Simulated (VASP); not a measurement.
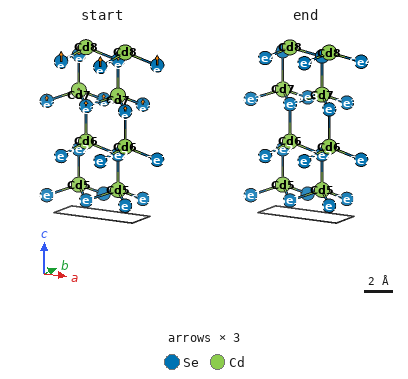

The structure of a slab of composition CdSe before (left) and after (right) a relaxation, at one scale. The orange arrows give the displacements, 3 times their true length.

A ball-and-stick model of the 2 × 1 repeat of the cell, outlined in the plane, without the vacuum, seen slightly off an axis.

The run lets the atoms move in a fixed cell. 4 atoms are held fixed.

Method: VASP 6.6.1, Kohn-Sham DFT of a periodic cell, PBE with dDsC, VASP PAW PBE potentials, recommended.

Input
```
  ALGO = Normal
  DIPOL = 0.5 0.5 0.500
  EDIFF = 1E-7
  EDIFFG = -0.02
  ENCUT = 520
  GGA = PE
  IBRION = 2
  IDIPOL = 3
  ISIF = 2
  ISMEAR = 0
  IVDW = 4
  LASPH = True
  LCHARG = False
  LDIPOL = True
  LREAL = False
  LWAVE = False
  NELM = 60
  NSW = 60
  PREC = Accurate
  SIGMA = 0.05
```

Launched with:
```bash
cat potpaw_PBE.64/Se/POTCAR potpaw_PBE.64/Cd/POTCAR > POTCAR
mpirun -np 1 vasp_std > vasp.out
```

Describe what moved and what it gained.

The energy falls by 0.133 eV per cell of the calculation in 16 geometry steps. The largest force component goes from 0.89 to 0.85 eV/Å. The atom that moves furthest is Se4 (0.28 Å along the normal (+c)). Largest moves by element: Se 0.28 Å, Cd 0.07 Å. The cell stays as it was. Some distances before and after: Se4–Cd7 2.631 → 2.836 Å, Se3–Cd6 2.631 → 2.779 Å, Se4–Cd8 2.632 → 2.551 Å, Se3–Cd7 2.632 → 2.608 Å. Bond angles that change, for instance: Cd7–Se4–Cd8 109.5° → 103.4°, Cd8–Se4–Cd8 109.5° → 114.8°, Se4–Cd8–Se4 109.5° → 114.8°.
